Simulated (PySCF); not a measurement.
Reaction (SMILES): [O+]#[Si-] (O-Si) + 3 [H][H] (H2) → O (H2O) + [SiH4] (SiH4)
B3LYP-D3(BJ)/def2-TZVP geometries, fixed; electronic energies without zero-point terms.

Basis-set convergence of the energy of full hydrogenation at HF with PySCF. All functions are spherical. Density fitting with generated auxiliary sets. In sets without p functions on hydrogen, species with hydrogen take exact integrals. No added dispersion term, no relativity. Functions are those of the species that has most. Reference: the value in def2-QZVPPD, -50.32 kcal/mol, itself unsure by roughly 0.28 kcal/mol (its mean distance from pcseg-3, def2-QZVPP, cc-pV(Q+d)Z). Deviations are taken from unrounded values.

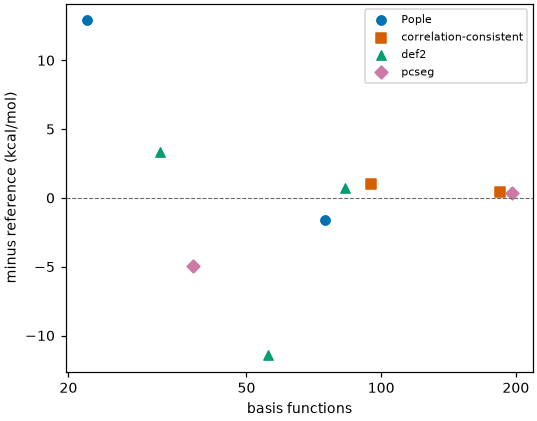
Deviation from the reference against the number of basis functions, by family of sets.

```
basis            functions  energy of full hydrogenation (kcal/mol)  minus reference (kcal/mol)
---------------  ---------  ---------------------------------------  --------------------------
3-21G                   22                                   -37.42                       12.90
def2-SV(P)              32                                   -47.01                        3.31
pcseg-1                 38                                   -55.23                       -4.91
def2-SVPD               56                                   -61.72                      -11.40
6-311++G(2d,2p)         75                                   -51.96                       -1.63
def2-TZVPD              83                                   -49.57                        0.76
cc-pV(T+d)Z             95                                   -49.32                        1.00
cc-pV(Q+d)Z            184                                   -49.91                        0.41
pcseg-3                196                                   -50.00                        0.33
```
